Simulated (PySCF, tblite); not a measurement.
**Si₄H₁₀O: a rotation path, then NMR shifts on frames**

Aim: move Si₄H₁₀O (`O[Si@H]([SiH3])[SiH2][SiH3]`) away from its starting geometry and see how NMR shifts follow the geometry.

Programs: tblite 0.8.0 and PySCF 2.14.0, with density-fitted response routines of our own. Each step states its level of theory. These are calculated values for one molecule in the gas phase, unless marked as measured. Atoms are numbered from 0 throughout.

### 1 Starting geometry

15 atoms, charge 0, multiplicity 1; geometry from: GFN2-xTB.

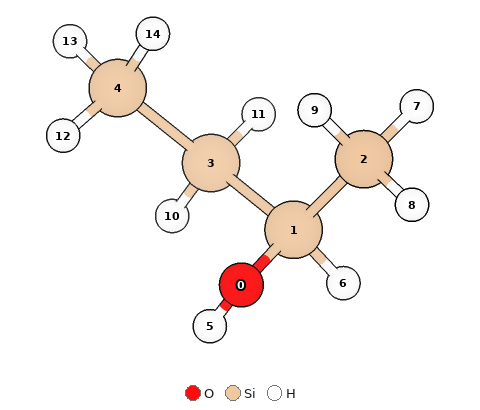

As it starts; oxygen red, silicon light orange, hydrogen white, atoms numbered.

### 2 The rotation path with GFN2-xTB

Job settings and geometry (Å):

```
{"job": {"kind": "neb", "xc": "GFN2-xTB", "basis": "xTB", "atoms": [2, 1, 3, 4], "turn": 120}, "charge": 0, "multiplicity": 1}
O     -0.928830    -0.827761    -1.863753
Si    -1.150311    -0.769890    -0.236482
Si    -2.221823     1.262425    -0.006360
Si     0.908830    -1.053858     0.814117
Si     2.537720     0.476196     0.213026
H     -0.601403    -1.600971    -2.313655
H     -2.041521    -1.906973     0.092840
H     -2.544155     1.493897     1.407064
H     -3.483051     1.399615    -0.740730
H     -1.382466     2.391630    -0.421643
H      1.443786    -2.416776     0.604971
H      0.694085    -1.011284     2.270616
H      2.899185     0.356177    -1.203474
H      3.796532     0.363655     0.954518
H      2.069009     1.851905     0.407036
```

Level: GFN2-xTB climbing-image nudged elastic band, gas phase.

Run with:

```sh
OMP_NUM_THREADS=1 python probes_run.py task.json out
```

One launch serves the whole session: the jobs run in the order shown.

What it wrote:

```text
image   E - E0 / eV
  0       0.0000
  1       0.0022
  2       0.0065
  3       0.0121
  4       0.0170
  5       0.0191
  6       0.0187
  7       0.0172
  8       0.0154
```

It took 4.1 s on 1 thread of Arm Neoverse V1, shared host; peak memory 0.18 GiB.

The final band, with the dihedral Si2–Si1–Si3–Si4:

```tsv
image	dihedral (°)	energy (eV)	energy (kcal/mol)
0	-57	0.000	0.0
1	-43	0.002	0.1
2	-29	0.006	0.1
3	-14	0.012	0.3
4	0	0.017	0.4
5	15	0.019	0.4
6	29	0.019	0.4
7	44	0.017	0.4
8	61	0.015	0.4
```

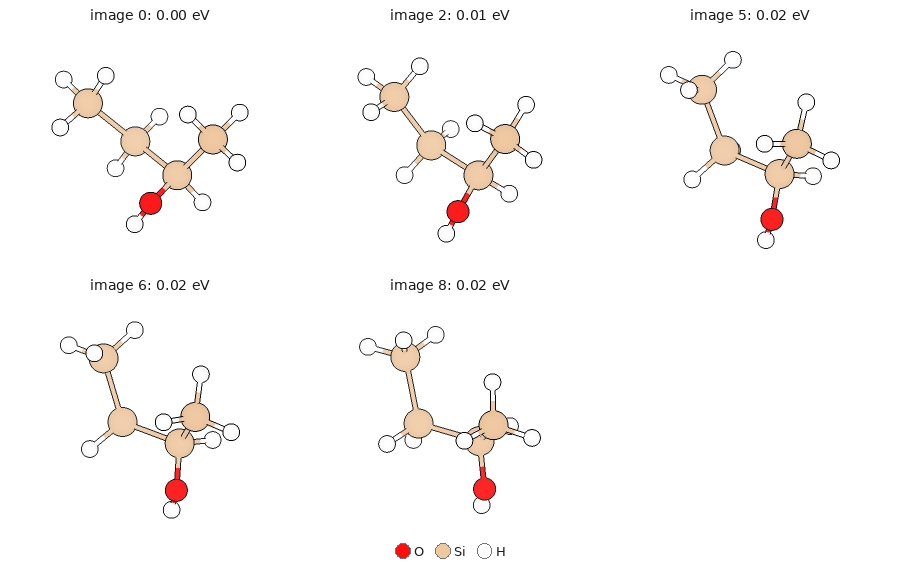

Images along the band.

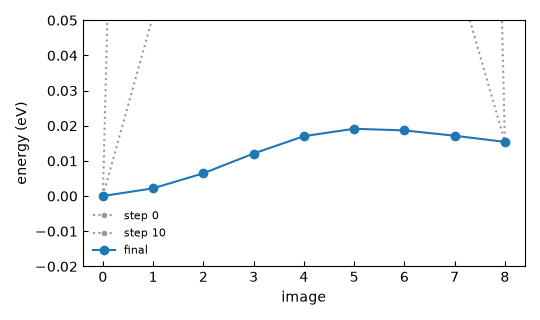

Energy along the band, early and final.

### 3 Shielding tensors: image 0, PBE0/pcSseg-1

Job settings and geometry (Å):

```
{"job": {"kind": "nmr", "xc": "PBE0", "basis": "pcSseg-1", "pop": false}, "charge": 0, "multiplicity": 1}
O     -0.928800    -0.827800    -1.863800
Si    -1.150300    -0.769900    -0.236500
Si    -2.221800     1.262400    -0.006400
Si     0.908800    -1.053900     0.814100
Si     2.537700     0.476200     0.213000
H     -0.601400    -1.601000    -2.313700
H     -2.041500    -1.907000     0.092800
H     -2.544200     1.493900     1.407100
H     -3.483100     1.399600    -0.740700
H     -1.382500     2.391600    -0.421600
H      1.443800    -2.416800     0.605000
H      0.694100    -1.011300     2.270600
H      2.899200     0.356200    -1.203500
H      3.796500     0.363700     0.954500
H      2.069000     1.851900     0.407000
```

Level: GIAO PBE0/pcSseg-1 NMR shielding, non-relativistic, gas phase.

What it wrote:

```text
coarse grid: 13784 points
cycle   1  E = -1238.4725042355  dE =  2.177e-02  |g| = 7.130e-01  |ddm| = 3.370e+00
cycle   2  E = -1238.3074030204  dE =  1.651e-01  |g| = 1.165e+00  |ddm| = 1.964e+00
cycle   3  E = -1238.5628287641  dE = -2.554e-01  |g| = 6.387e-02  |ddm| = 1.520e+00
cycle   4  E = -1238.5637685150  dE = -9.398e-04  |g| = 1.469e-02  |ddm| = 1.069e-01
cycle   5  E = -1238.5638307289  dE = -6.221e-05  |g| = 4.254e-03  |ddm| = 3.058e-02
cycle   6  E = -1238.5638367422  dE = -6.013e-06  |g| = 6.576e-04  |ddm| = 7.342e-03
final grid: 112632 points
cycle   7  E = -1238.5992303235  dE = -1.222e-05  |g| = 5.000e-03  |ddm| = 1.438e-02
cycle   8  E = -1238.5992250918  dE =  5.232e-06  |g| = 7.308e-03  |ddm| = 9.827e-03
cycle   9  E = -1238.5992341527  dE = -9.061e-06  |g| = 4.049e-04  |ddm| = 6.412e-03
cycle  10  E = -1238.5992341789  dE = -2.615e-08  |g| = 5.941e-05  |ddm| = 4.602e-04
cycle  11  E = -1238.5992341799  dE = -9.968e-10  |g| = 1.640e-05  |ddm| = 1.151e-04
converged SCF energy = -1238.5992341799

GIAO shielding tensors (ppm)
atom      isotropic    diamagn.    paramagn.     s11        s22        s33       span
  0 O      336.471     388.660     -52.189    273.323    344.456    391.634    118.311
  1 Si     354.990     878.732    -523.742    270.173    336.399    458.399    188.226
  2 Si     465.593     880.250    -414.656    447.284    466.938    482.558     35.274
  3 Si     478.046     882.100    -404.054    467.771    469.806    496.560     28.788
  4 Si     467.783     880.485    -412.702    455.112    466.942    481.295     26.183
  5 H       31.634      31.827      -0.193     23.421     26.067     45.414     21.992
  6 H       25.306      28.619      -3.313     22.702     23.982     29.233      6.531
  7 H       28.500      29.234      -0.734     25.217     26.492     33.791      8.574
  8 H       28.016      28.505      -0.489     24.685     25.417     33.945      9.260
  9 H       28.067      29.798      -1.731     24.448     27.033     32.721      8.273
 10 H       28.165      30.070      -1.905     24.558     25.853     34.083      9.524
 11 H       28.572      30.231      -1.659     25.369     26.100     34.245      8.876
 12 H       28.113      29.578      -1.466     24.629     26.300     33.409      8.780
 13 H       28.124      28.792      -0.668     24.598     25.451     34.323      9.725
 14 H       28.129      29.785      -1.656     24.246     26.809     33.333      9.087
```

Run time: 15 s. Hardware: 1 thread of Arm Neoverse V1, shared host; peak memory 0.75 GiB.

Shifts follow as δ = σ(reference) − σ, with reference shieldings (ppm) from runs at the same level and on the same kind of geometry: 1H TMS 31.72, 29Si TMS 349.2, 17O H2O 336.1. The references are single molecules in the gas phase, so shifts against H2O, NH3, PH3, H3PO4 or CFCl3 are not on the usual liquid scales and can be off by tens of ppm. Each atom is listed at this fixed geometry, with no averaging over motion; a spectrum would average atoms that exchange fast.

```tsv
atoms	environment	σ (ppm)	δ (ppm)
H6	hydrogen on a silicon bonded to O, 2 Si	25.31	6.41
H8	hydrogen on a silicon bonded to Si	28.02	3.70
H9	hydrogen on a silicon bonded to Si	28.07	3.65
H12	hydrogen on a silicon bonded to Si	28.11	3.60
H13	hydrogen on a silicon bonded to Si	28.12	3.59
H14	hydrogen on a silicon bonded to Si	28.13	3.59
H10	hydrogen on a silicon bonded to 2 Si	28.16	3.55
H7	hydrogen on a silicon bonded to Si	28.50	3.22
H11	hydrogen on a silicon bonded to 2 Si	28.57	3.15
H5	hydrogen on an oxygen bonded to Si	31.63	0.08
O0	oxygen bonded to Si, H	336.5	-0.4
Si1	silicon bonded to O, 2 Si, H	355.0	-5.8
Si2	silicon bonded to Si, 3 H	465.6	-116.4
Si4	silicon bonded to Si, 3 H	467.8	-118.6
Si3	silicon bonded to 2 Si, 2 H	478.0	-128.9
```

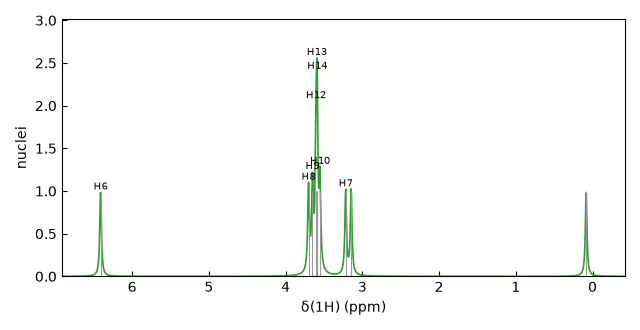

1H lines at the computed shifts, without couplings. Lines are broadened to a width of 0.03 ppm (Lorentzian).

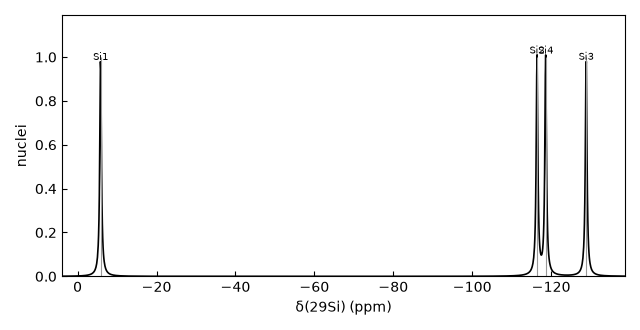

29Si lines at the computed shifts, without couplings. Lines are broadened to a width of 0.49 ppm (Lorentzian).

### 4 Nuclear shieldings: image 2, PBE0/pcSseg-1

Job settings and geometry (Å):

```
{"job": {"kind": "nmr", "xc": "PBE0", "basis": "pcSseg-1", "pop": false}, "charge": 0, "multiplicity": 1}
O     -1.197700    -1.174400    -1.784300
Si    -1.177000    -0.820300    -0.180700
Si    -2.015500     1.331400    -0.195500
Si     0.975300    -1.151000     0.654000
Si     2.409400     0.647500     0.429400
H     -0.986400    -2.043000    -2.116200
H     -2.114700    -1.775800     0.454900
H     -2.109200     1.839100     1.179600
H     -3.353500     1.486200    -0.775200
H     -1.140300     2.263200    -0.915700
H      1.593400    -2.346600     0.040800
H      0.885100    -1.537200     2.072600
H      2.648400     0.999100    -0.972800
H      3.732600     0.446800     1.024400
H      1.845800     1.842800     1.062900
```

Method: GIAO PBE0/pcSseg-1 NMR shielding, non-relativistic, gas phase.

What it wrote:

```text
coarse grid: 13784 points
cycle   1  E = -1238.4719349706  dE =  2.377e-02  |g| = 7.127e-01  |ddm| = 3.373e+00
cycle   2  E = -1238.3048218207  dE =  1.671e-01  |g| = 1.168e+00  |ddm| = 1.935e+00
cycle   3  E = -1238.5623366957  dE = -2.575e-01  |g| = 6.343e-02  |ddm| = 1.494e+00
cycle   4  E = -1238.5632623008  dE = -9.256e-04  |g| = 1.393e-02  |ddm| = 1.029e-01
cycle   5  E = -1238.5633161380  dE = -5.384e-05  |g| = 4.266e-03  |ddm| = 2.928e-02
cycle   6  E = -1238.5633222087  dE = -6.071e-06  |g| = 6.832e-04  |ddm| = 7.587e-03
final grid: 112632 points
cycle   7  E = -1238.5986866374  dE = -1.297e-05  |g| = 5.128e-03  |ddm| = 1.552e-02
cycle   8  E = -1238.5986810040  dE =  5.633e-06  |g| = 7.552e-03  |ddm| = 1.014e-02
cycle   9  E = -1238.5986907233  dE = -9.719e-06  |g| = 3.943e-04  |ddm| = 6.527e-03
cycle  10  E = -1238.5986907473  dE = -2.400e-08  |g| = 5.449e-05  |ddm| = 4.280e-04
cycle  11  E = -1238.5986907481  dE = -7.831e-10  |g| = 1.646e-05  |ddm| = 1.056e-04
converged SCF energy = -1238.5986907481

GIAO shielding tensors (ppm)
atom      isotropic    diamagn.    paramagn.     s11        s22        s33       span
  0 O      334.123     387.263     -53.140    269.131    346.420    386.819    117.688
  1 Si     356.258     878.573    -522.315    272.246    337.356    459.172    186.926
  2 Si     465.280     880.412    -415.132    447.885    466.898    481.055     33.169
  3 Si     477.315     882.053    -404.737    458.047    476.852    497.047     39.000
  4 Si     467.855     880.532    -412.677    456.388    467.399    479.777     23.389
  5 H       31.612      31.289       0.323     23.116     26.350     45.370     22.255
  6 H       25.359      28.656      -3.297     22.626     24.103     29.348      6.722
  7 H       28.495      29.532      -1.037     25.243     26.626     33.615      8.372
  8 H       28.011      28.601      -0.590     24.656     25.406     33.971      9.315
  9 H       28.089      29.982      -1.892     24.539     27.089     32.641      8.103
 10 H       28.233      30.146      -1.914     24.754     25.979     33.965      9.212
 11 H       28.480      30.030      -1.550     25.007     26.104     34.330      9.323
 12 H       28.102      29.676      -1.574     24.751     26.213     33.343      8.592
 13 H       28.140      28.813      -0.673     24.522     25.494     34.404      9.882
 14 H       28.251      29.851      -1.600     24.511     26.961     33.279      8.768
```

Wall time 15 s (1 thread of Arm Neoverse V1, shared host); peak memory 0.86 GiB.

In short: δ O0 2.0, Si1 -7.1, Si2 -116.1, Si4 -118.7, H6 6.36, H8 3.71 ppm.

(Part 1 of 2 ends here.)
